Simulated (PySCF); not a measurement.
# HF/3-21G run of GaGeH5O (SMILES [GaH2][O][GeH3])

Aim: the vertical ionisation energy of GaGeH5O at HF/3-21G, from 2 runs. The job is set up through a Python script.

The results are computed with PySCF 2.14.0.

## 1. The system as given

The species is GaGeH5O (8 atoms), meant as a singlet with charge 0. As SMILES, `[GaH2][O][GeH3]`. Geometry: a GFN2-xTB relaxation, a rough one for these elements and not checked as a minimum.

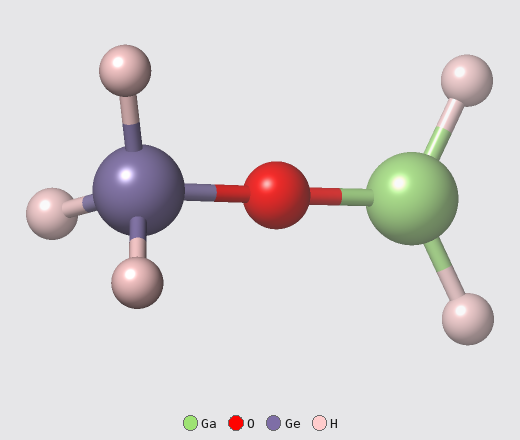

Viewed from a chosen angle; gallium green, oxygen red, germanium purple, hydrogen pink.

## 2. The energy at HF/3-21G

geometry.xyz

```xyz
8

Ga    -1.099440     1.118060    -1.142960
O     -0.119610     0.117610    -0.133740
Ge     0.873180    -0.888160     0.906280
H     -1.378560     0.617380    -2.579640
H     -1.623430     2.442040    -0.534190
H      1.428330     0.009420     1.974140
H      1.951930    -1.472270     0.039120
H     -0.032400    -1.944070     1.471000
```

input.py

```python
# [GaH2][O][GeH3]
from pyscf import gto

mol = gto.M(
    atom='geometry.xyz',
    max_memory=1860,
    basis='3-21g',
    verbose=3,
)

hf = mol.RHF()
hf.conv_tol = 1e-10
hf.kernel()
if not hf.converged:
    hf = hf.newton().run(hf.mo_coeff, hf.mo_occ)

energy = hf.e_tot
print('Final energy', energy)
```

On the command line:

```
$ OMP_NUM_THREADS=1 python input.py
```

Output:

```text
converged SCF energy = -4056.57413413435
Final energy -4056.5741341343482
```

Wall time 0.9 s (1 thread of Arm Neoverse V2, shared host); peak memory 0.13 GiB.

## 3. The doublet cation

calc.py

```python
from pyscf import gto

molecule = gto.M(
    atom='''
Ga    -2.077640     2.112827    -2.159881
O     -0.226030     0.222251    -0.252732
Ge     1.650071    -1.678379     1.712621
H     -2.605101     1.166679    -4.874813
H     -3.067838     4.614787    -1.009473
H      2.699153     0.017801     3.730584
H      3.688613    -2.782187     0.073926
H     -0.061227    -3.673760     2.779787
''',
    charge=1,
    max_memory=1860,
    unit='bohr',
    spin=1,
    basis='3-21g',
    verbose=4,
)

hf = molecule.UHF()
hf.conv_tol = 1e-10
hf.kernel()
if not hf.converged:
    hf = hf.newton().run(hf.mo_coeff, hf.mo_occ)

etot = hf.e_tot
print('E = %.10f Eh' % etot)
```

On the command line:

```
$ OMP_NUM_THREADS=1 python calc.py
```

Output:

```text
PySCF version 2.14.0

[INPUT] num. atoms = 8
[INPUT] num. electrons = 75
[INPUT] charge = 1
[INPUT] spin (= nelec alpha-beta = 2S) = 1
[INPUT] symmetry False subgroup None
[INPUT] Mole.unit = bohr
[INPUT] Symbol           X                Y                Z      unit          X                Y                Z       unit  Magmom
[INPUT]  1 Ga    -1.099439740496   1.118059899016  -1.142959803499 AA   -2.077640000000   2.112827000000  -2.159881000000 Bohr   0.0
[INPUT]  2 O     -0.119609924984   0.117610164304  -0.133740014870 AA   -0.226030000000   0.222251000000  -0.252732000000 Bohr   0.0
[INPUT]  3 Ge     0.873179969600  -0.888159918087   0.906280004143 AA    1.650071000000  -1.678379000000   1.712621000000 Bohr   0.0
[INPUT]  4 H     -1.378560081345   0.617379939259  -2.579639947097 AA   -2.605101000000   1.166679000000  -4.874813000000 Bohr   0.0
[INPUT]  5 H     -1.623429956394   2.442040113650  -0.534190106639 AA   -3.067838000000   4.614787000000  -1.009473000000 Bohr   0.0
[INPUT]  6 H      1.428330256386   0.009419883532   1.974140036223 AA    2.699153000000   0.017801000000   3.730584000000 Bohr   0.0
[INPUT]  7 H      1.951929939503  -1.472269956918   0.039119954494 AA    3.688613000000  -2.782187000000   0.073926000000 Bohr   0.0
[INPUT]  8 H     -0.032399933093  -1.944070070389   1.470999931612 AA   -0.061227000000  -3.673760000000   2.779787000000 Bohr   0.0

nuclear repulsion = 387.912636692579
number of shells = 35
number of NR pGTOs = 138
number of NR cGTOs = 63
basis = 3-21g
ecp = {}

******** <class 'pyscf.scf.uhf.UHF'> ********
method = UHF
initial guess = minao
damping factor = 0
level_shift factor = 0
DIIS = <class 'pyscf.scf.diis.CDIIS'>
diis_start_cycle = 1
diis_space = 8
diis_damp = 0
SCF conv_tol = 1e-10
SCF conv_tol_grad = None
SCF max_cycles = 50
direct_scf = True
direct_scf_tol = 1e-13
number electrons alpha = 38  beta = 37
Set gradient conv threshold to 1e-05
init E= -4052.81393883068
[... the frontier-level lines of each cycle are left out ...]

cycle= 1 E= -4056.10739624461  delta_E= -3.29  |g|= 0.415  |ddm|= 1.59
cycle= 2 E= -4056.15039938526  delta_E= -0.043  |g|= 0.413  |ddm|= 0.597
cycle= 3 E= -4056.21594418024  delta_E= -0.0655  |g|= 0.0559  |ddm|= 0.272
cycle= 4 E= -4056.22538994347  delta_E= -0.00945  |g|= 0.0475  |ddm|= 0.132
cycle= 5 E= -4056.23594934464  delta_E= -0.0106  |g|= 0.0501  |ddm|= 0.145
cycle= 6 E= -4056.23461095912  delta_E= 0.00134  |g|= 0.0499  |ddm|= 0.0187
cycle= 7 E= -4056.19836997  delta_E= 0.0362  |g|= 0.134  |ddm|= 0.572
cycle= 8 E= -4056.19368260518  delta_E= 0.00469  |g|= 0.151  |ddm|= 0.0571
cycle= 9 E= -4056.2192786015  delta_E= -0.0256  |g|= 0.0528  |ddm|= 0.389
cycle= 10 E= -4056.2129539476  delta_E= 0.00632  |g|= 0.0636  |ddm|= 0.13
[... cycles 11 to 40 left out ...]
cycle= 41 E= -4056.21235667714  delta_E= -0.00118  |g|= 0.0543  |ddm|= 0.0311
cycle= 42 E= -4056.20940455632  delta_E= 0.00295  |g|= 0.0549  |ddm|= 0.083
cycle= 43 E= -4056.21004512835  delta_E= -0.000641  |g|= 0.0563  |ddm|= 0.0385
cycle= 44 E= -4056.20671757307  delta_E= 0.00333  |g|= 0.0647  |ddm|= 0.0842
cycle= 45 E= -4056.21067826877  delta_E= -0.00396  |g|= 0.0479  |ddm|= 0.0959
cycle= 46 E= -4056.21032308594  delta_E= 0.000355  |g|= 0.0586  |ddm|= 0.0293
cycle= 47 E= -4056.22246235095  delta_E= -0.0121  |g|= 0.046  |ddm|= 0.274
cycle= 48 E= -4056.21618574411  delta_E= 0.00628  |g|= 0.053  |ddm|= 0.153
cycle= 49 E= -4056.21080233642  delta_E= 0.00538  |g|= 0.0506  |ddm|= 0.135
cycle= 50 E= -4056.20960047156  delta_E= 0.0012  |g|= 0.0475  |ddm|= 0.0504
SCF not converged.
SCF energy = -4056.20960047156 after 50 cycles  <S^2> = 0.84660008  2S+1 = 2.0943735

******** <class 'pyscf.soscf.newton_ah.SecondOrderUHF'> ********
method = SecondOrderUHF
initial guess = minao
damping factor = 0
level_shift factor = 0
DIIS = <class 'pyscf.scf.diis.CDIIS'>
diis_start_cycle = 1
diis_space = 8
diis_damp = 0
SCF conv_tol = 1e-10
SCF conv_tol_grad = None
SCF max_cycles = 50
direct_scf = True
direct_scf_tol = 1e-13
number electrons alpha = 38  beta = 37
******** <class 'pyscf.scf.uhf.UHF'> Newton solver flags ********
SCF tol = 1e-10
conv_tol_grad = None
max. SCF cycles = 50
direct_scf = True
direct_scf_tol = 1e-13
max_cycle_inner = 12
max_stepsize = 0.05
ah_start_tol = 1e+09
ah_level_shift = 0
ah_conv_tol = 1e-12
ah_lindep = 1e-14
ah_start_cycle = 1
ah_max_cycle = 40
ah_grad_trust_region = 2.5
kf_interval = 4
kf_trust_region = 5
canonicalization = True
Set conv_tol_grad to 1e-05
Initial guess E= -4056.20960047156  |g|= 0.0474946
macro= 0  E= -4056.23605678914  delta_E= -0.0264563  |g|= 0.0652289  3 KF 20 JK
macro= 1  E= -4056.26147332913  delta_E= -0.0254165  |g|= 0.0143686  3 KF 9 JK
macro= 2  E= -4056.26149359581  delta_E= -2.02667e-05  |g|= 4.92e-05  3 KF 15 JK
macro= 3  E= -4056.26149359581  delta_E= 5.45697e-12  |g|= 2.65313e-06  1 KF 2 JK
Canonicalize SCF orbitals
macro X = 4  E=-4056.26149359581  |g|= 2.65313e-06  total 11 KF 51 JK
converged SCF energy = -4056.26149359581  <S^2> = 0.76046104  2S+1 = 2.0104338
E = -4056.2614935958 Eh
```

Wall time 2.6 s (1 thread of Arm Neoverse V2, shared host); peak memory 0.13 GiB.

## 4. Results

Level: HF/3-21G.

| quantity | value |
| --- | --- |
| singlet GaGeH5O: total energy | -4056.57413 Eh |
| singlet GaGeH5O: dipole moment | 0.56 D |
| singlet GaGeH5O: HOMO energy | -10.63 eV |
| singlet GaGeH5O: LUMO energy | 1.81 eV |
| singlet GaGeH5O: HOMO–LUMO gap | 12.44 eV |
| doublet cation: total energy | -4056.26149 Eh |
| doublet cation: HOMO energy (highest over α and β) | -16.86 eV |
| doublet cation: LUMO energy (lowest over α and β) | -6.10 eV |
| doublet cation: ⟨S²⟩ | 0.760 |
| vertical ionisation energy (to the doublet cation) | 8.507 eV |

What this shows: Removing an electron at fixed nuclei costs 8.51 eV (196 kcal/mol). −ε(HOMO) before ionisation, 10.63 eV, is 2.13 eV above this ionisation energy. Mulliken charges (doublet cation) run from -0.59 on O2 to +1.13 on Ge3.
